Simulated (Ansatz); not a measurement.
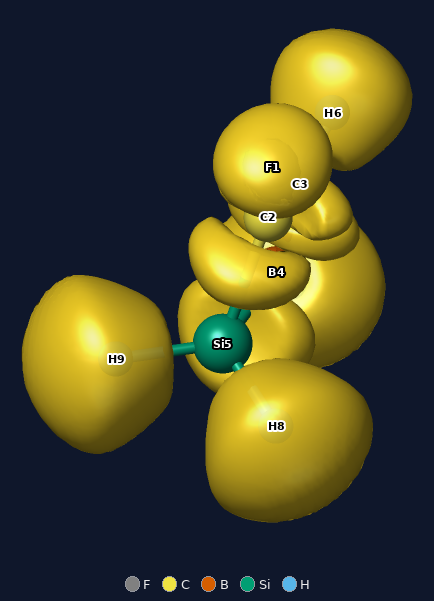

Figure 1: C2H4BFSi (SMILES FC1=CB[SiH2]1). Isosurface of the electron localisation function at 0.75 (yellow), seen at an oblique angle. Only the valence region is drawn (cores and ρ < 0.01 e/Å³ removed).

Geometry: PBE0-D4/def2-TZVP.

All numbers below come from RKS PBE0-D4/def2-TZVPP (Ansatz).

```yaml
atoms:
  - { symbol: F, position_ang: [0.4448, -0.4825, 2.2636] }
  - { symbol: C, position_ang: [0.2580, -0.2254, 0.9814] }
  - { symbol: C, position_ang: [1.2282, -0.2835, 0.0301] }
  - { symbol: B, position_ang: [0.4393, 0.1006, -1.2191] }
  - { symbol: Si, position_ang: [-1.2196, 0.2859, -0.0879] }
  - { symbol: H, position_ang: [2.2678, -0.5468, 0.2129] }
  - { symbol: H, position_ang: [0.8001, 0.2060, -2.3484] }
  - { symbol: H, position_ang: [-2.3269, -0.7092, -0.1181] }
  - { symbol: H, position_ang: [-1.8031, 1.6086, 0.2684] }
```

Identify the bonds, lone pairs and shells in this picture.

Answer. At this value the surface marks out one region between bonded B–C atoms (shared pairs), one region between bonded B–Si atoms (shared pairs), one region between bonded C–C atoms (shared pairs), one region between bonded C–Si atoms (shared pairs), four regions around hydrogen nuclei and one region on F in which the atom's valence shell and bonds are merged.

Values along the shortest contacts:
C–F (1.32 Å): the ELF peaks at about 0.80 between the atoms (a polar covalent bond). C–C (1.36 Å): the ELF peaks at about 0.95 between the atoms (localised, covalent bonding).
